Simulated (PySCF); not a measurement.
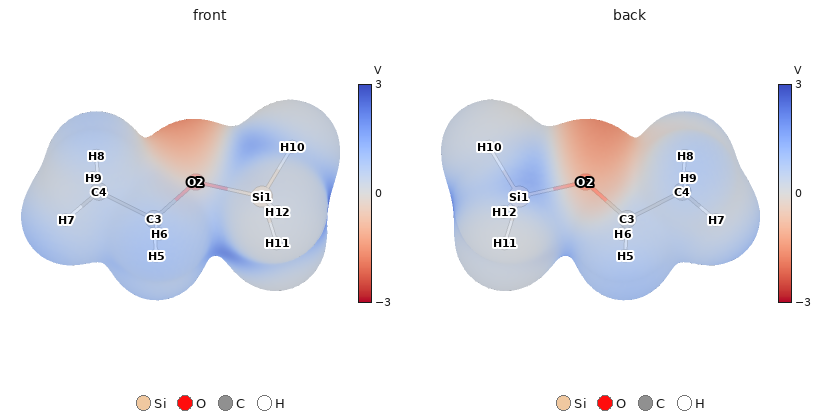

*C₂H₈OSi (Si(OEt)H3). The molecular electrostatic potential painted on the density surface at 0.004 e/bohr³, seen from the front and from behind; red is negative and blue positive.*

Geometry: PBE0-D3(BJ)/def2-SVP.

Computed with PySCF, PBE0/pcSseg-1, SCF density, gas phase, non-relativistic.

Input

```
{"job": {"kind": "nmr", "xc": "PBE0", "basis": "pcSseg-1"}, "charge": 0, "multiplicity": 1}
Si     0.843008    -0.097543    -1.900428
O      0.675344    -0.021798    -0.247243
C     -0.568338     0.050358     0.408289
C     -0.351035     0.047249     1.902794
H     -1.109495     0.968691     0.105602
H     -1.209011    -0.805543     0.116841
H     -1.311917     0.099973     2.436588
H      0.172095    -0.869701     2.211955
H      0.264124     0.908364     2.202903
H      2.301740    -0.179989    -2.177280
H      0.263435     1.118872    -2.554839
H      0.145512    -1.301672    -2.454212
```

Launched as:

```sh
OMP_NUM_THREADS=1 python probes_run.py task.json out
```

Question: Describe the electrostatic potential map.

Answer: The most negative region (about −1.6 V) lies over O2, the most positive (about +2.1 V) over Si1. O2 is the likeliest acceptor of a hydrogen bond.

Question: How polar is the molecule by this calculation?

Answer: Its dipole moment is 1.10 D.
